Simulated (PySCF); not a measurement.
Vertical excitations of a molecule C₄H₁₀Zn from TDDFT-LC-ωPBE/def2-SVPD (PySCF), as energy in eV (oscillator strength): 5.74 (0.000), 5.80 (0.000), 6.61 (0.244), 7.47 (0.003), 7.65 (0.121), 7.76 (0.079), 8.49 (0.003), 8.68 (0.173), 8.81 (0.036). Lowest triplet (TDA): 5.48 eV. The structure is a stationary point at PBE-D3(BJ)/def2-SVP. One conformer was computed; it need not be the lowest.

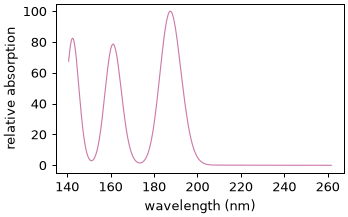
*The lines broadened by 0.4 eV.*

Q: Pick the molecule that these values belong to.
A) C[CH2][Zn][CH2]C
B) [CH3][Zn][CH](C)C
C) C[C](C)(C)[ZnH]

A: A, C[CH2][Zn][CH2]C
